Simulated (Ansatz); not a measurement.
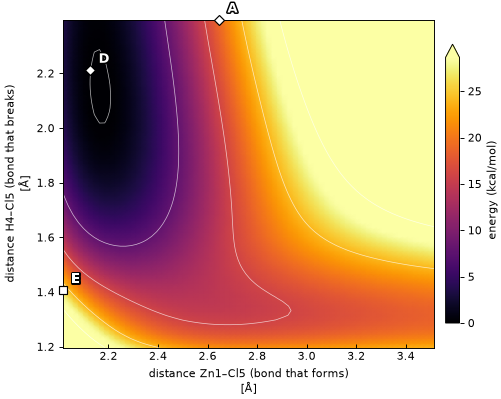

The reacting system ClFH₂OZn (fragments FHOZn + ClH where the first distance is long, ClHOZn + FH where the second is long). First axis: distance Zn1–Cl5 (bond that forms). Second axis: distance H4–Cl5 (bond that breaks). Relaxed at each point: all other coordinates. The scan uses a 9 × 9 grid. Points are written as (first, second). All energies are given in kcal/mol relative to the lowest grid point. The reference is spin-restricted, so regions where a bond is pulled apart into radicals lie too high. Method: Ansatz, RKS PBE0-D4/def2-SVP.

Drawn: a smooth colour map with a few white contour lines, one colour for all values above the top of the scale, lettered points. Between grid points the surface is interpolated.

Is D the lowest point of the computed grid?

Answer. Yes. D, at (2.127 Å, 2.213 Å), has the lowest energy of the grid.

Rank the lettered points by energy, lowest first.

Answer. D (0.0 kcal/mol), A (19.2 kcal/mol), E (26.0 kcal/mol).
